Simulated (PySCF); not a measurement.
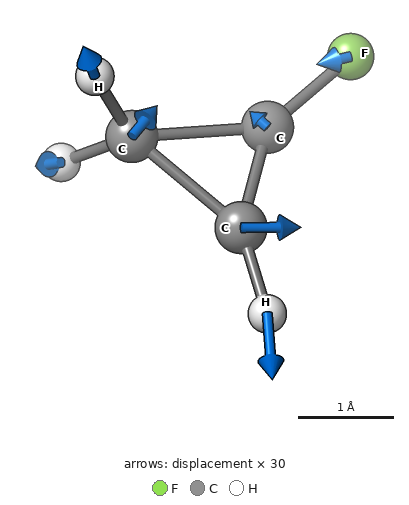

A relaxation of C3H3F. The starting structure is drawn; blue arrows show the displacements, magnified 30 times. The two geometries are superimposed by the best rigid fit.

A ball-and-stick model, seen from a free direction.

The start comes from GFN2-xTB.

Level of theory: PBE0-D3(BJ)/def2-SVP geometry optimisation, gas phase in PySCF 2.14.0, density-fitted response routines. 

Q: What did the optimiser do to the structure, and how much energy did it gain?

A: Over 10 geometry steps the energy falls by 0.83 kcal/mol. The largest force component goes from 1 to 0.014 eV/Å. The largest move after the best rigid fit is that of an H atom, 0.027 Å. By element the largest moves are H 0.027 Å, C 0.022 Å, F 0.013 Å. Near-neighbour distances that change, for instance: C–H 1.060 → 1.085 Å, C–H 1.085 → 1.103 Å, C–C 1.484 → 1.466 Å, C–C 1.527 → 1.544 Å. Among the angles between lasting bonds that change: C–C–H 151.9° → 154.6°. The run took roughly 12 core-seconds on a shared host.
